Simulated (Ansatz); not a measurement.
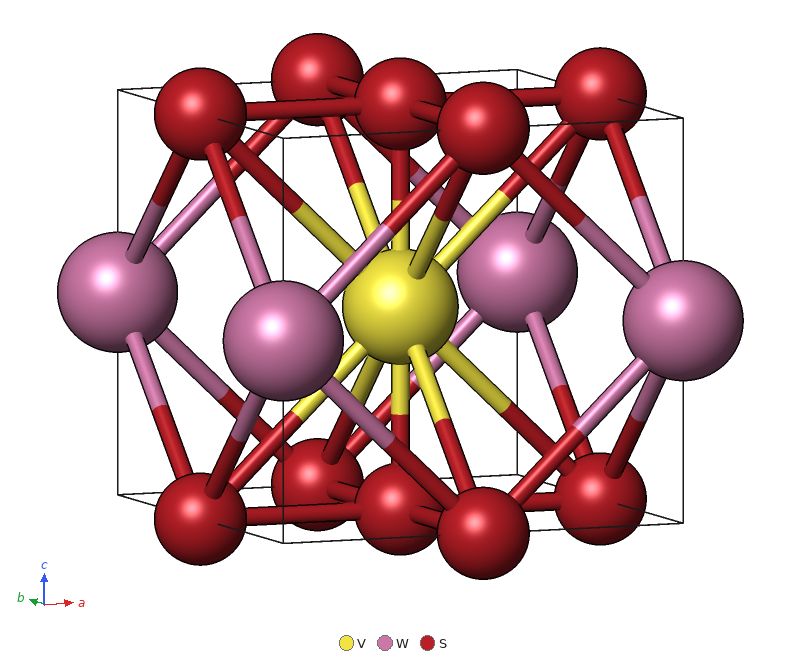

A ball-and-stick rendering, viewed slightly off an axis. Lines trace the edges of the simulation cell.

```yaml
crystal:
  lattice:
    - [4.57384, 0.00000, 0.00000]
    - [0.00000, 4.57384, 0.00000]
    - [0.00000, 0.00000, 4.31275]
  atoms:
    - { symbol: V, position: [0.50000, 0.50000, 0.50000] }
    - { symbol: W, position: [0.00000, 0.00000, 0.50000] }
    - { symbol: S, position: [0.00000, 0.50000, 0.00000] }
    - { symbol: S, position: [0.50000, 0.00000, 0.00000] }
    - { symbol: S, position: [0.50000, 0.50000, 0.00000] }
```

Theory: DFT PBE, scalar-relativistic, plane waves, PAW in Ansatz. Numerical settings: an energy cutoff of 420 eV, k-grid 8×8×10, Gaussian smearing of 0.1 eV, collinear spins. The state is ferrimagnetic.

Q: Give the Bader charge of each element.

A: V +1.02 e; W +0.47 e; S -0.51 to -0.47 e.

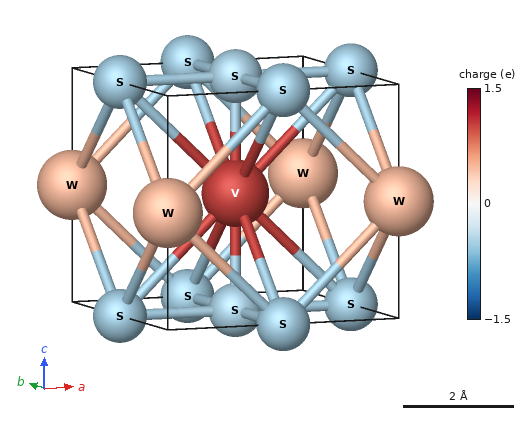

The atoms coloured by those charges.

The structure was taken from a random cell made by a generator, so it need not be a real form of the compound. Earlier steps of the study, as a rule a relaxation of our own, may have changed the cell and positions, so they can lie some per cent off the listed ones. A calculation with Ansatz used it as input.
